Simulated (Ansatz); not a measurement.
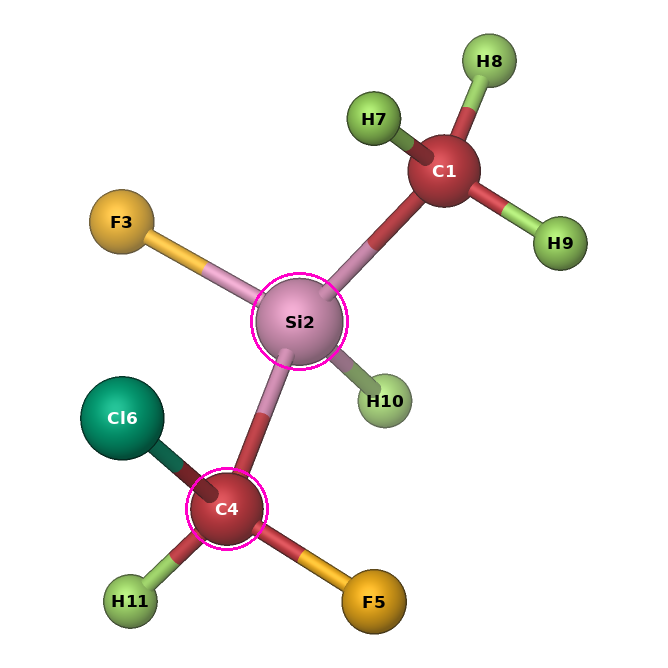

Distant atoms are faded towards the background colour. Circles mark the stereogenic atoms. Computed geometry: PBE-D4/def2-SVP optimisation. No frequency run is at hand to confirm it as a minimum.

### What are the Cahn–Ingold–Prelog descriptors?

Si2: S (priorities F3 > C4 > C1 > H10); C4: R (priorities Cl6 > Si2 > F5 > H11).

### Write the isomeric SMILES.

C[Si@H](F)[C@@H](F)Cl
